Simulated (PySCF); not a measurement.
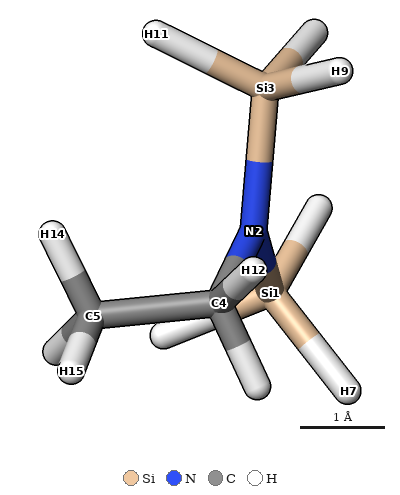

Figure 1. The input geometry (stick view, seen at a tilt; atoms are numbered from 1 in the order of the input). Bond lengths as drawn: C–C 1.52 Å, C–H 1.10 to 1.11 Å, C–N 1.47 Å, H–Si 1.49 to 1.50 Å and N–Si 1.74 Å.

Core-level calculation, with input and output: C$_{2}$H$_{11}$NSi$_{2}$

C$_{2}$H$_{11}$NSi$_{2}$, SMILES CCN([SiH3])[SiH3], computed with delta-SCF UKS SCAN, pcX-2 on the ionised atom, pcseg-1 elsewhere, spin-free X2C (PySCF 2.14.0).

Figures and captions count atoms from 1; the log counts them from 0 in places.

The input
```
{"job": {"kind": "xps", "holes": 5}, "charge": 0, "multiplicity": 1}
Si    -1.529667    -1.263962     0.117929
N     -0.463911     0.054889    -0.293546
Si    -0.904612     1.742958    -0.279075
C      0.934685    -0.274470    -0.584857
C      1.829918    -0.307886     0.644727
H     -1.174822    -1.924180     1.416356
H     -1.449272    -2.320327    -0.940769
H     -2.920161    -0.735297     0.217564
H     -0.469733     2.383395    -1.561230
H     -2.383778     1.843537    -0.122131
H     -0.253129     2.512308     0.830765
H      1.333268     0.454954    -1.313725
H      0.976130    -1.251619    -1.100341
H      1.841611     0.668861     1.152466
H      2.865731    -0.560546     0.369386
H      1.478436    -1.057677     1.370183
```

The first line tells a small driver script what to run in PySCF; the rest is the geometry in Å.

Hardware: 1 CPU thread, shared host.

Launched with:
```bash
OMP_NUM_THREADS=1 python <driver script> task.json out
```

What the program printed
```
ground state, core basis on atom 0 (Si), 175 functions
  cycle   1  E = -717.67124526  |g| = 5.12e-01
  cycle   2  E = -717.54733479  |g| = 8.59e-01
  cycle   3  E = -717.73044716  |g| = 1.31e-01
  cycle   4  E = -717.73442515  |g| = 4.34e-02
  cycle   5  E = -717.73489917  |g| = 9.51e-03
  cycle   6  E = -717.73492127  |g| = 2.90e-03
  cycle   7  E = -717.73492373  |g| = 1.08e-03
  cycle   8  E = -717.73492538  |g| = 2.02e-04
  E(ground) = -717.76414902 Eh
hole in Si 2p of atom 0
  cycle   1  E = -713.46436733  |g| = 1.23e+00
  cycle   2  E = -713.36429244  |g| = 1.07e+00
[... 7 cycles left out ...]
  E(ion) = -713.82739056 Eh   <S^2> = 0.7518   hole on atom = 1.003   binding energy = 107.125 eV
  2p3/2 = 106.898 eV   2p1/2 = 107.522 eV
ground state, core basis on atom 1 (N), 164 functions
[... 6 cycles left out ...]
  E(ground) = -717.72225204 Eh
hole in N 1s of atom 1
[... 10 cycles left out ...]
  E(ion) = -702.87768406 Eh   <S^2> = 0.7673   hole on atom = 1.000   binding energy = 403.941 eV
ground state, core basis on atom 3 (C), 164 functions
[... 6 cycles left out ...]
  E(ground) = -717.70860089 Eh
hole in C 1s of atom 3
[... 10 cycles left out ...]
  E(ion) = -706.99010285 Eh   <S^2> = 0.7735   hole on atom = 1.000   binding energy = 291.665 eV
ground state, core basis on atom 4 (C), 164 functions
[... 5 cycles left out ...]
  E(ground) = -717.70757955 Eh
hole in C 1s of atom 4
  cycle   1  E = -706.39708229  |g| = 1.50e+00
  cycle   2  E = -705.72960865  |g| = 1.81e+00
  cycle   3  E = -706.90520892  |g| = 3.52e-01
  cycle   4  E = -706.93286700  |g| = 2.28e-01
  cycle   5  E = -706.95594216  |g| = 5.55e-02
  cycle   6  E = -706.95709443  |g| = 1.74e-02
  cycle   7  E = -706.95722553  |g| = 6.67e-03
  cycle   8  E = -706.95725331  |g| = 1.44e-03
  cycle   9  E = -706.95725507  |g| = 6.97e-04
  cycle  10  E = -706.95725475  |g| = 1.70e-04
  E(ion) = -707.02708103 Eh   <S^2> = 0.7684   hole on atom = 1.000   binding energy = 290.631 eV
```

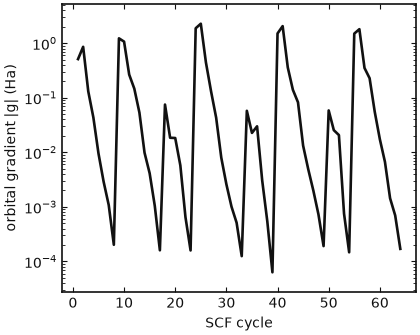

Figure 2. Convergence of the self-consistent field: orbital gradient |g| against the SCF cycle. All cycles printed in the log are drawn one after another.

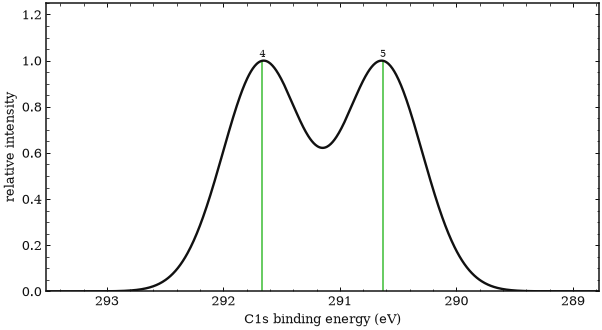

Figure 3. C1s binding energies by ΔSCF of the atoms computed, labelled by atom number, with a Gaussian envelope of 0.8 eV full width. They run from 290.63 eV (atom 5) to 291.67 eV (atom 4).

Results in brief

```tsv
quantity	value
outcome	converged
wall time	46 s
peak memory	0.62 GiB
```
